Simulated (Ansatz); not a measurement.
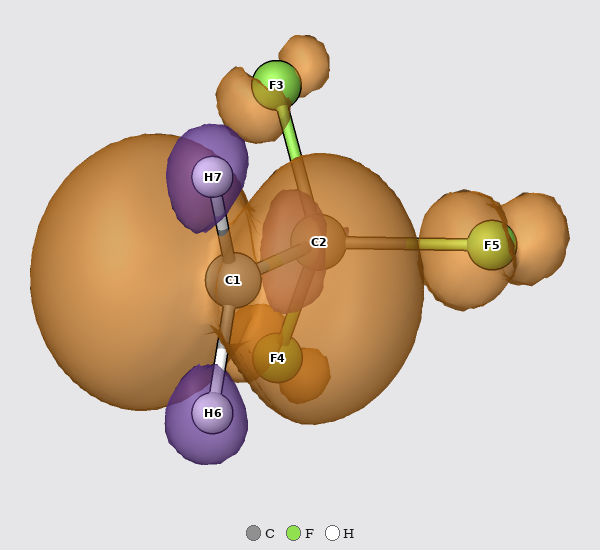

C₂H₂F₃ (doublet). Isosurfaces of the spin density at +0.02 (orange) and −0.02 e/Å³ (purple), seen at an oblique angle.

Geometry: BLYP-D3(BJ)/def2-SVP.

Computed with isolated molecule in a Gaussian basis; Kohn-Sham density functional theory, functional PBE0 in Ansatz.

```xyz
7

C    -0.8116    0.3250   -0.4611
C     0.3260    1.1813   -0.8922
F     0.1062    2.4943   -0.6036
F     0.5564    1.0771   -2.2306
F     1.4937    0.8281   -0.2612
H    -0.9739   -0.6371   -0.9634
H    -1.3594    0.5884    0.4525
```

**Which atoms carry the spin?**

The unpaired spin (1 electron) lies mostly on C1 (about 0.8), in electrons by Hirshfeld's partition.
